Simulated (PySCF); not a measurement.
# CH5BClN (SMILES CNBCl): levels of theory compared

Aim: a comparison of 6 runs (HF/STO-3G, HF/cc-pVDZ, HF/def2-SVP, B3LYP/6-31G*, PBE/def2-SVP, PBE0/def2-SVP) of CH5BClN. 

Program for the calculation: PySCF 2.14.0.

## 1. Starting point

The species is CH5BClN (9 atoms), meant as a singlet with charge 0. SMILES: `CNBCl`. Geometry: relaxed at PBE0-D4/def2-TZVP. This is one conformer, not always the lowest.

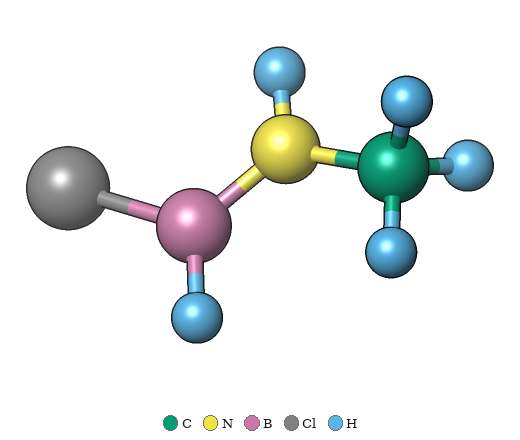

The structure, seen from a chosen angle (carbon teal, nitrogen yellow, boron pink, chlorine grey, hydrogen blue).

## 2. Energy and forces at HF/STO-3G (run 1)

The input, job.py:

```python
from pyscf import gto

mol = gto.M(
    atom='''
C      0.963949     0.911037    -1.839459
N     -0.770819    -0.427078    -0.211082
B     -0.493407    -0.784614     2.358756
Cl    -2.825707    -2.484045     4.053085
H      1.713982    -0.322009    -3.319304
H      0.052723     2.530154    -2.745394
H      2.544894     1.606078    -0.718096
H     -2.306411    -1.144229    -1.084514
H      1.288037     0.026834     3.473695
''',
    spin=0,
    max_memory=1860,
    unit='bohr',
    verbose=4,
    basis='sto-3g',
)

calc0 = mol.RHF()
calc0.conv_tol = 1e-10
calc0.kernel()
if not calc0.converged:
    calc0 = calc0.newton().run(calc0.mo_coeff, calc0.mo_occ)

e_final = calc0.e_tot
print('Final energy', e_final)
grad = calc0.nuc_grad_method().kernel()
dip = calc0.dip_moment()
pop, q = calc0.mulliken_pop()
```

The run is started by

```bash
$ OMP_NUM_THREADS=1 python job.py
```

Log:

```text
PySCF version 2.14.0

[... 63 lines left out ...]
converged SCF energy = -573.102130472457
Final energy -573.1021304724574
[... 11 lines left out ...]
Dipole moment(X, Y, Z, Debye):  1.19950,  1.29005, -2.93134
[... 39 lines left out ...]
charge of    8H =     -0.05497
```

Wall time 3.6 s (1 thread of Intel Xeon at 2.50GHz (Skylake/Cascade Lake), shared host); peak memory 0.12 GiB.

## 3. Energy and gradient at HF/cc-pVDZ (run 2)

The input, calc.py:

```python
# CNBCl
import pyscf.grad
from pyscf import gto

molecule = gto.M(
    atom='''
C        0.510100       0.482100      -0.973400
N       -0.407900      -0.226000      -0.111700
B       -0.261100      -0.415200       1.248200
Cl      -1.495300      -1.314500       2.144800
H        0.907000      -0.170400      -1.756500
H        0.027900       1.338900      -1.452800
H        1.346700       0.849900      -0.380000
H       -1.220500      -0.605500      -0.573900
H        0.681600       0.014200       1.838200
''',
    charge=0,
    max_memory=1860,
    verbose=3,
    basis='cc-pvdz',
)

mf = molecule.RHF()
mf.conv_tol = 1e-10
mf.kernel()
if not mf.converged:
    mf = mf.newton().run(mf.mo_coeff, mf.mo_occ)

e_final = mf.e_tot
print('E = %.10f Eh' % e_final)
grad = mf.Gradients().kernel()
dip = mf.dip_moment()
pop, q = mf.mulliken_pop()
```

The run is started by

```bash
$ OMP_NUM_THREADS=1 python calc.py
```

Log:

```text
converged SCF energy = -579.509207124942
[... 9 lines left out ...]
Dipole moment(X, Y, Z, Debye):  0.88325,  1.05202, -2.66408
[... 95 lines left out ...]
charge of    8H =     -0.06699
```

Run time: 17 s. Hardware: 1 thread of Intel Xeon at 2.50GHz (Skylake/Cascade Lake), shared host; peak memory 0.17 GiB.

## 4. Energy and gradient at HF/def2-SVP (run 3)

The input, calc.py:

```python
from pyscf import gto, scf

mol = gto.M(
    atom='''
C    0.510100   0.482100  -0.973400
N   -0.407900  -0.226000  -0.111700
B   -0.261100  -0.415200   1.248200
Cl  -1.495300  -1.314500   2.144800
H    0.907000  -0.170400  -1.756500
H    0.027900   1.338900  -1.452800
H    1.346700   0.849900  -0.380000
H   -1.220500  -0.605500  -0.573900
H    0.681600   0.014200   1.838200
''',
    charge=0,
    spin=0,
    verbose=4,
    basis='def2-svp',
    max_memory=1860,
)

calc0 = scf.RHF(mol)
calc0.conv_tol = 1e-10
calc0.kernel()
if not calc0.converged:
    calc0 = calc0.newton().run(calc0.mo_coeff, calc0.mo_occ)

e_tot = calc0.e_tot
print(f'total energy: {e_tot:.8f} hartree')
grad = calc0.nuc_grad_method().kernel()
dip = calc0.dip_moment()
pop, q = calc0.mulliken_pop()
```

The run is started by

```bash
$ OMP_NUM_THREADS=1 python calc.py
```

Log:

```text
PySCF version 2.14.0

[... 63 lines left out ...]
converged SCF energy = -579.265196218182
total energy: -579.26519622 hartree
[... 11 lines left out ...]
Dipole moment(X, Y, Z, Debye):  0.78135,  0.97621, -2.58238
[... 95 lines left out ...]
charge of    8H =     -0.09066
```

Wall time 14 s (1 thread of Intel Xeon at 2.50GHz (Skylake/Cascade Lake), shared host); peak memory 0.17 GiB.

Runs 4 to 5 aren't shown in full; the table further down has their settings and results.

## 5. Energy and forces at PBE0/def2-SVP (run 6)

The input, run.py:

```python
from pyscf import gto, dft

mol = gto.M(
    atom='''
C      0.510100     0.482100    -0.973400
N     -0.407900    -0.226000    -0.111700
B     -0.261100    -0.415200     1.248200
Cl    -1.495300    -1.314500     2.144800
H      0.907000    -0.170400    -1.756500
H      0.027900     1.338900    -1.452800
H      1.346700     0.849900    -0.380000
H     -1.220500    -0.605500    -0.573900
H      0.681600     0.014200     1.838200
''',
    basis='def2-svp',
    max_memory=1860,
    verbose=4,
)

ks = dft.RKS(mol)
ks.xc = 'pbe0'
ks.grids.level = 5
ks.conv_tol = 1e-10
ks.kernel()
if not ks.converged:
    ks = ks.newton().run(ks.mo_coeff, ks.mo_occ)

e_tot = ks.e_tot
print(f'total energy: {e_tot:.8f} hartree')
grad = ks.nuc_grad_method().kernel()
ks.analyze()
```

The run is started by

```bash
$ OMP_NUM_THREADS=1 python run.py
```

Log:

```text
PySCF version 2.14.0

[... 93 lines left out ...]
One-electron Energy =                -1074.096882181785077
[... 12 lines left out ...]
MO #8   energy= -6.8165521313671   occ= 2
[... 10 lines left out ...]
MO #19  energy= -0.305430493530043 occ= 2
[... 10 lines left out ...]
MO #30  energy= 0.268537738828888  occ= 0
[... 10 lines left out ...]
MO #41  energy= 0.680863985782686  occ= 0
[... 10 lines left out ...]
MO #52  energy= 1.013351277205     occ= 0
[... 10 lines left out ...]
MO #63  energy= 1.58240402099728   occ= 0
[... 10 lines left out ...]
MO #74  energy= 2.25854978044337   occ= 0
[... 10 lines left out ...]
MO #85  energy= 3.35651942023452   occ= 0
[... 97 lines left out ...]
Dipole moment(X, Y, Z, Debye):  0.58567,  0.88806, -2.70998
```

Run time: 62 s. Hardware: 1 thread of Intel Xeon at 2.50GHz (Skylake/Cascade Lake), shared host; peak memory 0.83 GiB.

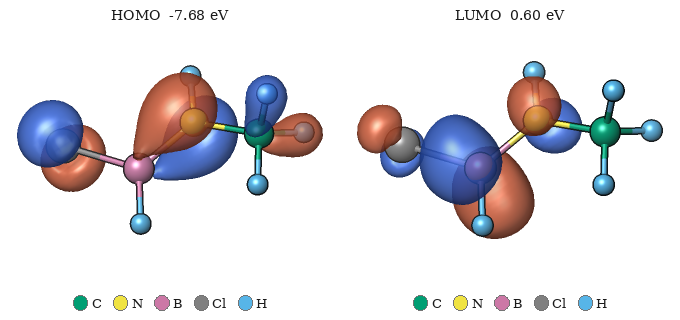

Frontier orbitals of this run, surfaces at ±0.2 Å^-3/2.

## 6. All runs side by side

```
run                               level  integration grid  energy (Eh)  dipole moment (D)  HOMO energy (eV)  LUMO energy (eV)  wall time
  1                           HF/STO-3G                 –  -573.102130               3.42             -9.47              8.17      3.6 s
  2                          HF/cc-pVDZ                 –  -579.509207               3.00            -10.90              4.21       17 s
  3                         HF/def2-SVP                 –  -579.265196               2.87            -10.93              4.27       14 s
  4  B3LYP/6-31G* (spherical functions)                 5  -580.993383               3.11             -7.37              0.51       48 s
  5                        PBE/def2-SVP                 5  -580.404473               2.86             -6.30             -0.35       60 s
  6                       PBE0/def2-SVP                 5  -580.465573               2.91             -7.68              0.60       62 s
```

## 7. Outcome

| quantity | value |
| --- | --- |
| run 6: total energy | -580.46557 Eh |
| run 6: dipole moment | 2.91 D |
| run 6: HOMO energy | -7.68 eV |
| run 6: LUMO energy | 0.60 eV |
| run 6: HOMO–LUMO gap | 8.28 eV |
| run 6: largest force on an atom | 0.424 eV/Å |

**Reading.** The dipole moment (its size) runs from 2.86 D (PBE/def2-SVP) to 3.42 D (HF/STO-3G). The two ends differ in method and basis. The HOMO–LUMO gap runs from 5.95 eV (PBE/def2-SVP) to 17.64 eV (HF/STO-3G). Totals of different functionals can't be ranked against each other. In run 1 the basis is minimal, so the values are rough. All runs together took 3.4 min, the longest 62 s.
